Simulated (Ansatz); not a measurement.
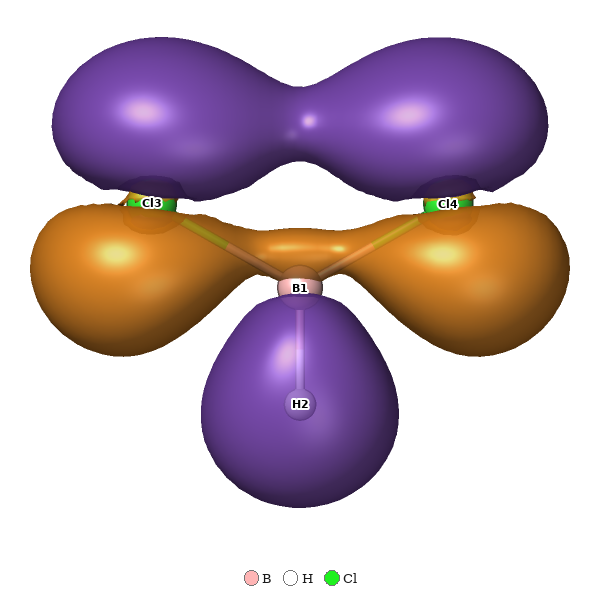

The picture shows: BCl$_{2}$H. The HOMO at ±0.08 Å⁻³ᐟ² (orange and purple are the two phases), seen across its widest extent.

Method: Ansatz 0.2.0, RKS B3LYP/def2-SVP.

Input file:

```
crystal:
  periodic: [false, false, false]
  atoms:
    - { symbol: B, position_ang: [0.0, 0.0, 0.0] }
    - { symbol: H, position_ang: [0.0, 0.0, 1.19] }
    - { symbol: Cl, position_ang: [1.6108, 0.0, -0.93] }
    - { symbol: Cl, position_ang: [-1.6108, 0.0, -0.93] }
basis:
  gaussian: { orbitals: def2-SVP }
hamiltonian:
  xc: b3lyp
relax:
  f_tol: 0.02
  max_steps: 40
output:
  orbitals: {}
```

Launched as:

```sh
ansatz run input.yaml --threads 1 --pin off --max-ram 2048MiB --backend cpu --events-out ev --progress --plain --runs-dir out
```

The fields are those of the relaxed geometry.

Describe this orbital and give its energy.

Its weight (Hirshfeld) is mainly on Cl4 (about 35 %), Cl3 (about 35 %), H2 (about 15 %) and B1 (about 15 %); it is symmetric in the molecular plane (an in-plane orbital: σ, lone-pair or in-plane π type); largely a combination of lone pairs on Cl4 and Cl3. Its energy is −8.79 eV.
